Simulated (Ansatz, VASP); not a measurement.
# Cross-check of Cs2LiP between VASP and Ansatz

One calculation is typed for both programs; each brings its own data sets. How far apart do they land? The cell is generated by rule, not measured, and may not be a known phase. The cell is taken from a series of VASP runs on this material, whose earlier steps may have relaxed, scaled or displaced it; both programs get it as it stands. Valence electrons are named where the data sets of a main pair hold unlike numbers.

Main program and level: Ansatz 0.2.0; plane waves, with VASP 6.6.1 beside it; band structure at revPBE with D3(BJ), band structure at r2SCAN and single point at revPBE with D3(BJ).

### Step 1. The starting structure

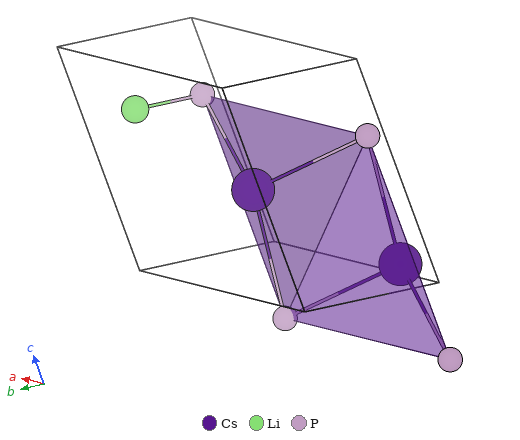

The cell as given, from a free direction (caesium purple, lithium green, phosphorus pink). Some periodic images of atoms are drawn too.

### Step 2. Ansatz: band structure, revPBE with D3(BJ)

Ansatz runs on its default PAW (the set named soft_2) files.

The same path points are solved in both programs, so levels can be compared one by one.

input.yaml reads:

```yaml
crystal:
  lattice:
    - [4.1044531854, -4.3064394911, 1.226841411]
    - [3.3664888358, 3.203721993, 0.0582207037]
    - [1.2816001304, -1.421422738, 5.7819633365]
  atoms:
    - { symbol: Cs, position: [0.0847142068, 0.132206817, 0.0841663233] }
    - { symbol: Cs, position: [0.4177081829, 0.613906097, 0.4175290673] }
    - { symbol: Li, position: [0.751553625, 0.8772127099, 0.7506768217] }
    - { symbol: P, position: [0.7507589851, 0.376911376, 0.7509927879] }
hamiltonian:
  xc: revpbe
  pseudopotentials: { kind: paw }
  dispersion: d3bj
kpoints:
  mp_grid: { grid: [4, 4, 4] }
  band_path:
    path:
      - [0.0, 0.5, 0.0]
      - [0.0, 0.4, 0.0]
      - [0.0, 0.26667, 0.0]
      - [0.0, 0.13333, 0.0]
      - [0.0, 0.0, 0.0]
      - [0.0, 0.0, 0.1]
      - [0.0, 0.0, 0.2]
      - [0.0, 0.0, 0.33333]
      - [0.0, 0.0, 0.46667]
      - [0.0, 0.5, 0.5]
      - [0.0, 0.43333, 0.43333]
      - [0.0, 0.3, 0.3]
      - [0.0, 0.16667, 0.16667]
      - [0.0, 0.06667, 0.06667]
      - [0.03333, 0.0, 0.0]
      - [0.16667, 0.0, 0.0]
      - [0.3, 0.0, 0.0]
      - [0.43333, 0.0, 0.0]
      - [0.46667, 0.46667, 0.0]
      - [0.36667, 0.36667, 0.0]
      - [0.23333, 0.23333, 0.0]
      - [0.1, 0.1, 0.0]
      - [0.0, 0.0, 0.0]
      - [0.13333, 0.0, 0.13333]
      - [0.26667, 0.0, 0.26667]
      - [0.36667, 0.0, 0.36667]
      - [0.5, 0.0, 0.5]
      - [0.4, 0.4, 0.4]
      - [0.26667, 0.26667, 0.26667]
      - [0.13333, 0.13333, 0.13333]
      - [0.0, 0.0, 0.0]
    npoints: 1
scf:
  occupations: { method: gaussian, width: 0.05 }
  n_extra_bands: 8
output:
  forces: true
  stress: true
  eigenvalues: true
```

The run is started by

```console
$ ansatz run input.yaml --threads 2 --pin off --max-ram 4608MiB --backend cpu --events-out ev --progress --plain --runs-dir out
```

Numbers of over 12 decimals in the logs are rounded to 6 here.

What it wrote:

```text
scf.n_extra_bands = 8 over 13 filled bands (N_el = 26.0): the run solves 21 bands
Engine: ansatz 0.2.0, x86_64-unknown-linux-gnu
Pseudopotentials: kind: paw
Pseudopotential: Cs, paw, valence charge 9, recommended cutoff 420 eV (normal), Cs.paw.azcp
Pseudopotential: Li, paw, valence charge 3, recommended cutoff 420 eV (normal), Li.paw.azcp
Pseudopotential: P, paw, valence charge 5, recommended cutoff 420 eV (normal), P.paw.azcp
Functional definition: revPBE
  parameter kappa = 1.245
  parameter beta = 0.066725
  exchange = pbe_x(kappa = kappa, mu = beta*pi^2/3)
  correlation = pbe_c(beta = beta)
Crystal: 4 atoms, lattice volume = 148.965 Å³
Basis set: ecut = 420 eV, 2911 PW (Γ), exchange–correlation on 90×64×90 points (8 copies of the dense FFT grid, shifted against one another)
Bands: 21, of which v1, the nominal top of the filled ones, is band 13 counted from 1 (12 counted from 0)
Symmetry: 1 space group operations
Space group: P1 (ITA 1), of the structure as read, at distance tolerance 5.3e-5 Å
k-points: 36 of 64 (time reversal used)
Non-local potential: Cs, projectors of the file, l = 0: 3, l = 1: 2, l = 2: 2, l = 3: 2
Non-local potential: Li, projectors of the file, l = 0: 3, l = 1: 2, l = 2: 1
Non-local potential: P, projectors of the file, l = 0: 2, l = 1: 2, l = 2: 2
PAW form: soft (Blöchl's): semilocal exchange-correlation on the pseudo side does not see the compensation charge
PAW frozen core: Cs, regenerated for the run's functional, and the local potential with it (the file was generated under x = pbe(κ = 0.804, μ = 0.219515), c = pbe(β = 0.066725))
PAW frozen core: P, regenerated for the run's functional, and the local potential with it (the file was generated under x = pbe(κ = 0.804, μ = 0.219515), c = pbe(β = 0.066725))
PAW one-centre angular grid: Cs, 194 points (default); XC on 64 Gauss nodes
PAW one-centre angular grid: Li, 110 points (default); XC on 64 Gauss nodes
PAW one-centre angular grid: P, 110 points (default); XC on 64 Gauss nodes
Initial density: superposition of atomic densities (neutral atoms: chi_scale 0, normalization atom), corrected by the library's trained network
Initial wavefunctions: pseudopotential atomic-orbital guess
Functional: x = revpbe(κ = 1.245, μ = 0.219515), c = pbe(β = 0.066725)
SCF iter   1: F=—  HF=-12321.235828 eV  |F-HF|=—  |Δ(HF+E_count)|=         —  Δρ=2.15e-3  dr2=1.14e-2  ethr=1.77e-3  ⟨swp⟩=8.3  Hψ=4891  notcnv=0  defer=4
preconditioner: auto → Resta (q_TF=auto, 2.040 Å⁻¹)  ε∞=2.8  [insulator: Δε(μ)=0.898 eV  Ē_g=10.183 eV  σ=0.050 eV  W_gap=1.00  n_scr=20 (ndim 8)  ℏωp=13.6 eV  f_vac=0.000  D(μ)=0.00/eV (n_scr^D=0)  ε∞_Penn≈2.8]
SCF iter   2: F=—  HF=-12321.234980 eV  |F-HF|=—  |Δ(HF+E_count)|=   8.48e-4  Δρ=1.05e-3  dr2=1.86e-3  ethr=4.40e-5  ⟨swp⟩=2.6  Hψ=1552  notcnv=0  defer=32
SCF iter   3: F=—  HF=-12321.234774 eV  |F-HF|=—  |Δ(HF+E_count)|=   2.06e-4  Δρ=4.92e-4  dr2=4.50e-4  ethr=7.16e-6  ⟨swp⟩=2.9  Hψ=1177  notcnv=0  defer=32
SCF iter   4: F=—  HF=-12321.234845 eV  |F-HF|=—  |Δ(HF+E_count)|=   7.15e-5  Δρ=1.04e-4  dr2=2.49e-5  ethr=1.73e-6  ⟨swp⟩=2.2  Hψ=1053  notcnv=0  defer=32
SCF iter   5: F=—  HF=-12321.234825 eV  |F-HF|=—  |Δ(HF+E_count)|=   2.04e-5  Δρ=3.73e-5  dr2=6.09e-6  ethr=9.56e-8  ⟨swp⟩=2.0  Hψ=1047  notcnv=0  defer=32
SCF iter   6: F=—  HF=-12321.234828 eV  |F-HF|=—  |Δ(HF+E_count)|=   3.48e-6  Δρ=7.73e-6  dr2=1.71e-7  ethr=2.34e-8  ⟨swp⟩=2.1  Hψ=1056  notcnv=0  defer=32
SCF iter   7: F=-12321.234829 eV  HF=-12321.234829 eV  |F-HF|=1.85e-8  |Δ(HF+E_count)|=   3.64e-7  Δρ=1.90e-6  dr2=7.91e-9  ethr=3.85e-10  ⟨swp⟩=10.9  Hψ=4152  notcnv=0
SCF 1 converged in 7 iterations: F = -12321.234829 eV  dr2 = 7.91e-9
  greatest PAW one-centre occupation: 1.000 electrons in one spin orbital (limit 2), on the Li atom at site 2 (counted from 0), in its partial waves of l = 0
NSCF: frozen V_eff on 31 k-points
SCF converged after 7 iterations
Free energy (F): -12321.234829 eV
Harris-Foulkes:  -12321.234829 eV  (|F-HF|=1.85e-8)
Internal energy: -12321.234829 eV  (E = F + TS)
E sigma→0 (E₀):  -12321.234829 eV
Fermi energy:    5.323805 eV
--- Per-component energies (eV) ---
  E_band       = -184.638073
  E_kinetic    = 377.274006
  E_local      = -685.860502  (includes V_loc(G=0)·N_el)
  E_nonlocal   = 59.710753
  E_hartree    = 226.523708
  E_xc         = -422.399671
  E_vxc        = -328.362751  (∫ρ·V_xc dr)
  E_paw        = -10739.172155  (= ΣΔE_a)
  E_vpaw       = -60.447022  (= ΣTr[D̂ρ^β])
  E_aug_tail   = 0.000013  (compensation charges beyond the density's cutoff)
  E_ewald      = -1135.779656
  E_disp       = -1.434180  (pairwise vdW)
  E_core_change = -0.097145  (= ΣΔE_core)
  E_smearing   = -0.000000  (= −TS)
  E_closure    = -0.000000  (closes the sum)
  Σ components = -12321.234829   (vs F -12321.234829, Δ=0.00e0)
--- Forces (eV/Å), atoms counted from 1 ---
  atom   1  Cs     0.00063017     0.00119623     0.00158528
  atom   2  Cs     0.00376663     0.00391100    -0.00196294
  atom   3  Li    -0.00915981    -0.00437428     0.00069074
  atom   4  P      0.00476414    -0.00073346    -0.00031222
  max |Σ_I F_I| component: 1.13e-6 eV/Å
--- Stress (GPa, compression-positive) ---
       -0.056050      -0.040018      -0.003613
       -0.040009      -0.038633      -0.013772
       -0.003617      -0.013776      -0.059660
  P = ⅓ Tr σ = -0.0514 GPa (-0.514 kbar)
--- Band table (eV; the first three rows and the last of 36) ---
  k-point 0: bands = [... 9 lower, -2.9040, 4.0523, 4.2767, 4.2830, 5.7536, 7.1560, 8.9803, 8.9906, ... 4 higher]
  k-point 1: bands = [... 9 lower, -2.7005, 3.9479, 4.1699, 4.4443, 6.7025, 6.8346, 8.2183, 8.5923, ... 4 higher]
  k-point 2: bands = [... 9 lower, -2.5827, 3.9284, 4.3161, 4.6249, 6.5099, 7.4096, 7.7602, 8.4434, ... 4 higher]
  k-point 35: bands = [... 9 lower, -2.6581, 3.7014, 4.7430, 4.8893, 6.7450, 7.3197, 8.3798, 8.5320, ... 4 higher]
```

It took 6.1 s on 2 threads of Intel Xeon Platinum 8375C at 2.90GHz (Ice Lake), shared host; peak memory 0.49 GiB; 12 s of CPU time.

In the SCF lines HF is the Harris–Foulkes energy and dr2 the Hartree energy of the density residual, in eV; the loop may stop once dr2 is under the threshold and the program's other checks hold. Hψ counts applications of the Hamiltonian.

### Step 3. VASP: band structure, revPBE with D3(BJ)

The same cell, functional, mesh and smearing now go to VASP, with its own data sets.

Lines of VASP's logs that name or quote its potential files are left out, and so is its time.

INCAR reads:

```
SYSTEM = Cs2LiP
PREC = Accurate
ENCUT = 650
EDIFF = 1E-06
NELM = 100
ISMEAR = 0
SIGMA = 0.05
LREAL = .FALSE.
ALGO = Normal
GGA = RE
IVDW = 12
NBANDS = 27
LORBIT = 11
LWAVE = .FALSE.
LCHARG = .FALSE.
KPAR = 2
```

POSCAR reads:

```
Cs2LiP
1.0
    4.1044531854     -4.3064394911      1.2268414110
    3.3664888358      3.2037219930      0.0582207037
    1.2816001304     -1.4214227380      5.7819633365
Cs Li P
2 1 1
Direct
    0.0847142068      0.1322068170      0.0841663233
    0.4177081829      0.6139060970      0.4175290673
    0.7515536250      0.8772127099      0.7506768217
    0.7507589851      0.3769113760      0.7509927879
```

KPOINTS reads:

```
Automatic mesh
0
Gamma
4 4 4
0 0 0
```

KPOINTS_OPT reads:

```
Line mode
16
Line-mode
Reciprocal
  0.00000000   0.50000000   0.00000000 X
  0.00000000   0.00000000   0.00000000 GAMMA

  0.00000000   0.00000000   0.00000000 GAMMA
  0.00000000   0.00000000   0.50000000 Y

  0.00000000   0.50000000   0.50000000 L
  0.00000000   0.00000000   0.00000000 GAMMA

  0.00000000   0.00000000   0.00000000 GAMMA
  0.50000000   0.00000000   0.00000000 Z

  0.50000000   0.50000000   0.00000000 N
  0.00000000   0.00000000   0.00000000 GAMMA

  0.00000000   0.00000000   0.00000000 GAMMA
  0.50000000   0.00000000   0.50000000 M

  0.50000000   0.50000000   0.50000000 R
  0.00000000   0.00000000   0.00000000 GAMMA
```

The projector-augmented-wave data sets are Cs_sv, Li_sv and P (PBE family, release 64).

The run is started by

```console
$ mpirun -np 2 vasp_std
```

What it wrote:

```text
[banner, memory and clock lines left out]
running    2 mpi-ranks, on    1 nodes
 distrk:  each k-point on    1 cores,    2 groups
 distr:  one band on    1 cores,    1 groups

 POSCAR found type information on POSCAR CsLiP
 POSCAR found :  3 types and       4 ions
|                                                                             |
|               ----> ADVICE to this user running VASP <----                  |
|                                                                             |
|     You enforced a specific xc type in the INCAR file but a different       |
|     [... a line on the potential file left out ...]
|     I HOPE YOU KNOW WHAT YOU ARE DOING!                                     |
|                                                                             |

 LDA part: xc-table for (Slater+PW92), standard interpolation
 POSCAR, INCAR and KPOINTS ok, starting setup
 FFT: planning ... GRIDC
 FFT: planning ... GRID_SOFT
 FFT: planning ... GRID
 WAVECAR not read
 entering main loop
       N       E                     dE             d eps       ncg     rms          rms(c)
DAV:   1     0.169139405963E+03    0.16914E+03   -0.11326E+04  1944   0.970E+02
DAV:   2     0.691873215829E+01   -0.16222E+03   -0.15358E+03  2402   0.180E+02
DAV:   3    -0.113148986223E+02   -0.18234E+02   -0.18140E+02  3077   0.568E+01
DAV:   4    -0.122158130006E+02   -0.90091E+00   -0.89444E+00  3053   0.994E+00
DAV:   5    -0.122629113001E+02   -0.47098E-01   -0.47096E-01  2722   0.161E+00    0.510E+00
DAV:   6    -0.982573397658E+01    0.24372E+01   -0.41958E+00  2383   0.513E+00    0.264E+00
DAV:   7    -0.962568064510E+01    0.20005E+00   -0.12964E+00  2624   0.317E+00    0.165E+00
DAV:   8    -0.962753655080E+01   -0.18559E-02   -0.34843E-01  2453   0.155E+00    0.607E-01
DAV:   9    -0.960080532105E+01    0.26731E-01   -0.16639E-01  2744   0.117E+00    0.491E-01
DAV:  10    -0.959947140975E+01    0.13339E-02   -0.18584E-02  2427   0.474E-01    0.161E-01
DAV:  11    -0.960113280236E+01   -0.16614E-02   -0.49553E-03  2286   0.248E-01    0.908E-02
DAV:  12    -0.960071328215E+01    0.41952E-03   -0.30490E-03  2528   0.170E-01    0.765E-02
DAV:  13    -0.960068572850E+01    0.27554E-04   -0.51711E-04  2303   0.734E-02    0.112E-02
DAV:  14    -0.960068897766E+01   -0.32492E-05   -0.40049E-05  2429   0.225E-02    0.734E-03
DAV:  15    -0.960068917883E+01   -0.20117E-06   -0.67928E-06  2319   0.891E-03
   1 F= -.11034526E+02 E0= -.11034526E+02  d E =-.907830E-28
 Start KPOINTS_OPT (optional k-point list driver)
k-point batch [1-36\112]
       N       E                     dE             ncg
DAV:   1    -0.290413808120E+04   -0.15061E+05     1944
DAV:   2    -0.871197445155E+04   -0.58078E+04     2372
DAV:   3    -0.935549867804E+04   -0.64352E+03     2900
DAV:   4    -0.940253577418E+04   -0.47037E+02     3248
DAV:   5    -0.940432651531E+04   -0.17907E+01     2554
DAV:   6    -0.940435232375E+04   -0.25808E-01     2712
DAV:   7    -0.940435301789E+04   -0.69414E-03     2581
DAV:   8    -0.940435303024E+04   -0.12353E-04     2637
DAV:   9    -0.940435303056E+04   -0.31519E-06     1716
[...]
k-point batch [109-112\112]
       N       E                     dE             ncg
DAV:   1     0.113330452578E+05   -0.51146E+03      216
DAV:   2     0.106911243577E+05   -0.64192E+03      268
DAV:   3     0.106202598698E+05   -0.70864E+02      320
DAV:   4     0.106147491423E+05   -0.55107E+01      376
DAV:   5     0.106146039321E+05   -0.14521E+00      263
DAV:   6     0.106146003805E+05   -0.35515E-02      288
DAV:   7     0.106146003373E+05   -0.43263E-04      257
DAV:   8     0.106146003360E+05   -0.12561E-05      280
DAV:   9     0.106146003360E+05   -0.15652E-07      191
```

From OUTCAR (step 3):

```text
ion  position               nearest neighbor table
   1  0.085  0.132  0.084-
   2  0.418  0.614  0.418-
   3  0.752  0.877  0.751-   4 2.32   4 2.33
   4  0.751  0.377  0.751-   3 2.32   3 2.33

  LATTYP: Found a triclinic cell.
 ALAT       =     6.0904877899
 B/A-ratio  =     0.9992842013
 C/A-ratio  =     0.7630966326
 COS(alpha) =     0.0001729024
 COS(beta)  =     0.0034366585
 COS(gamma) =     0.5022986689

 Subroutine GETGRP returns: Found  1 space group operations
 (whereof  1 operations were pure point group operations)

The static configuration has the point symmetry C_1 .

 Found     36 irreducible k-points:

   k-points           NKPTS =     36   k-points in BZ     NKDIM =     36   number of bands    NBANDS=     27

   dimension x,y,z NGX =    54 NGY =   40 NGZ =   54
   dimension x,y,z NGXF=   108 NGYF=   80 NGZF=  108

   ENCUT  =  650.0 eV  47.77 Ry    6.91 a.u.  12.63  9.66 12.66*2*pi/ulx,y,z

   NELECT =      26.0000    total number of electrons

 k-points in reciprocal lattice and weights: Automatic mesh
   0.00000000  0.00000000  0.00000000       0.016
   0.25000000  0.00000000  0.00000000       0.031
   0.50000000  0.00000000  0.00000000       0.016
   0.00000000  0.25000000 -0.00000000       0.031
   0.25000000  0.25000000  0.00000000       0.031
   0.50000000  0.25000000  0.00000000       0.031
  -0.25000000  0.25000000 -0.00000000       0.031
   0.00000000  0.50000000 -0.00000000       0.016
   0.25000000  0.50000000  0.00000000       0.031
[...]
0.25000000  0.50000000  0.50000000       0.031
   0.50000000  0.50000000  0.50000000       0.016

 average (electrostatic) potential at core
       1 -50.2991       2 -50.2843       3 -62.5864       4 -84.6016

 E-fermi :   2.3490

 k-point     1 :       0.0000    0.0000    0.0000
  band No.  band energies     occupation
    ...
      9      -7.1027      2.00000
     10      -5.8308      2.00000
     11       1.1330      2.00000
     12       1.3485      2.00000
     13       1.3548      2.00000
     14       2.8255      0.00000
     15       4.2366      0.00000
     16       6.0727      0.00000
     17       6.0827      0.00000
     18       6.2885      0.00000
    ...

 k-point     2 :       0.2500    0.0000    0.0000
  band No.  band energies     occupation
    ...
      9      -7.0417      2.00000
     10      -5.6267      2.00000
     11       1.0220      2.00000
     12       1.2538      2.00000
     13       1.5153      2.00000
     14       3.7800      0.00000
     15       3.9087      0.00000
     16       5.3106      0.00000
     17       5.6696      0.00000
     18       6.2246      0.00000
    ...

 k-point     3 :       0.5000    0.0000    0.0000
  band No.  band energies     occupation
    ...
      9      -6.9904      2.00000
     10      -5.5107      2.00000
     11       1.0078      2.00000
     12       1.4031      2.00000
     13       1.7011      2.00000
     14       3.5821      0.00000
     15       4.4780      0.00000
     16       4.8453      0.00000
     17       5.5120      0.00000
     18       5.8850      0.00000
    ...

 Edisp (eV)   -1.43384

  Total      -0.00795     0.00644    -0.02900    -0.02081    -0.01277    -0.00308
  in kB      -0.08550     0.06924    -0.31188    -0.22385    -0.13737    -0.03315
  external pressure =       -0.11 kB  Pullay stress =        0.00 kB

  energy-cutoff  :      650.00
  volume of cell :      148.96
      direct lattice vectors                 reciprocal lattice vectors
     4.104453185 -4.306439491  1.226841411     0.124905628 -0.130166866 -0.059685818
     3.366488836  3.203721993  0.058220704     0.155444731  0.148756330  0.002114791
     1.281600130 -1.421422738  5.781963336    -0.028068234  0.026121474  0.185594727

 POSITION                                       TOTAL-FORCE (eV/Angst)
 -----------------------------------------------------------------------------------
      0.90065     -0.06090      0.59827        -0.002475     -0.001720      0.001680
      4.31628     -0.42554      2.96234         0.006928      0.006894     -0.001991
      6.99991     -1.49320      5.31349        -0.009256     -0.004536      0.000672
      5.31280     -3.09306      5.28522         0.004803     -0.000638     -0.000362
 -----------------------------------------------------------------------------------
    total drift:                                0.000130     -0.000195      0.000120

  FREE ENERGIE OF THE ION-ELECTRON SYSTEM (eV)
  ---------------------------------------------------
  free  energy   TOTEN  =       -11.0345255953 eV

  energy  without entropy=      -11.0345255953  energy(sigma->0) =      -11.03452560

 total charge
# of ion       s       p       d       tot
------------------------------------------
    1        1.844   4.693   0.053   6.589
    2        1.844   4.693   0.053   6.590
    3        2.039   0.064   0.000   2.103
    4        1.029   1.450   0.000   2.479
--------------------------------------------------
tot          6.755  10.900   0.106  17.761

[... 3 further parts left out ...]
```

Within 0.02 Å the cell has space group Cm; at a tight tolerance a small distortion makes it P1.

### Step 4. Differences

Known differences besides the potentials themselves: the cutoff is 420 eV in Ansatz and 650 eV in VASP; Ansatz makes its cores anew for this functional, VASP keeps those of its PBE data sets; VASP leaves aspherical gradient terms in its spheres out (LASPH is not set), Ansatz keeps them. Total energies have different zeros and are not compared.

Compared:

```
                     quantity  Ansatz   VASP  difference
               pressure (GPa)   -0.05  -0.01       -0.04
gap over the path points (eV)   0.862  0.856      +0.006
```

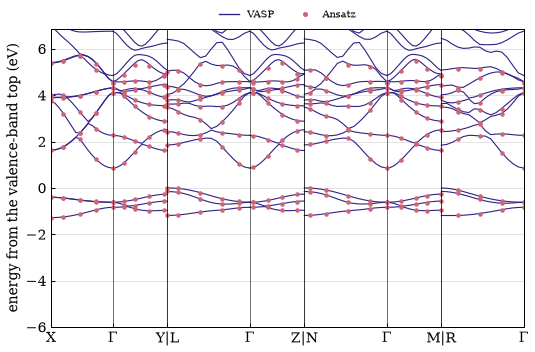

Bands from VASP (lines) and levels from Ansatz (dots). Dots without a line are higher empty bands that the VASP plot leaves out.

Levels at points of the path, from each program's valence-band top (eV; 4 filled, then empty):

```
k (reciprocal lattice)                                  Ansatz                                    VASP
     0.000 0.500 0.000  -7.73 -1.28 -0.40 -0.40 1.63 1.64 3.75  -7.73 -1.28 -0.41 -0.40 1.62 1.63 3.75
     0.000 0.400 0.000  -7.73 -1.25 -0.43 -0.43 1.78 1.78 3.21  -7.73 -1.25 -0.44 -0.43 1.77 1.78 3.21
     0.000 0.267 0.000  -7.75 -1.13 -0.52 -0.51 2.12 2.36 2.36  -7.75 -1.12 -0.52 -0.52 2.12 2.36 2.37
     0.000 0.133 0.000  -7.78 -0.95 -0.59 -0.58 1.23 2.54 3.25  -7.78 -0.94 -0.60 -0.59 1.22 2.54 3.26
     0.000 0.000 0.000  -7.80 -0.84 -0.61 -0.61 0.86 2.26 4.09  -7.80 -0.84 -0.62 -0.61 0.86 2.27 4.10
     0.000 0.000 0.100  -7.75 -0.82 -0.72 -0.58 1.08 2.19 3.95  -7.75 -0.82 -0.73 -0.58 1.07 2.19 3.97
     0.000 0.000 0.200  -7.64 -0.89 -0.76 -0.50 1.55 2.03 3.52  -7.65 -0.90 -0.75 -0.50 1.55 2.03 3.54
     0.000 0.000 0.333  -7.53 -0.98 -0.66 -0.36 1.79 2.19 3.07  -7.53 -0.99 -0.65 -0.36 1.79 2.19 3.08
     0.000 0.000 0.467  -7.48 -0.96 -0.58 -0.27 1.63 2.50 2.88  -7.48 -0.97 -0.57 -0.27 1.62 2.50 2.88
     0.000 0.500 0.500   -7.55 -1.19 -0.15 0.00 1.86 2.43 3.47   -7.56 -1.19 -0.16 0.00 1.85 2.43 3.48
```

At this near-relaxed geometry the largest component of a force difference is 3 meV/Å. Among the levels compared at these points, filled levels agree within 7 meV and empty ones within 20 meV.

[end of part 1 of 2]

[Lines on the potential files, build, host, timing and source positions are cut from VASP's logs without a mark.]

[Logs are printed without paths, hosts, clocks, repeated set-up lines and the standing remarks that a program may print on its own settings, such as how far it seeks lower states.]

[Hosts, paths, dates, database ids (printed as entryN), source tags and the programs' standing remarks are cut or masked in the printed files.]
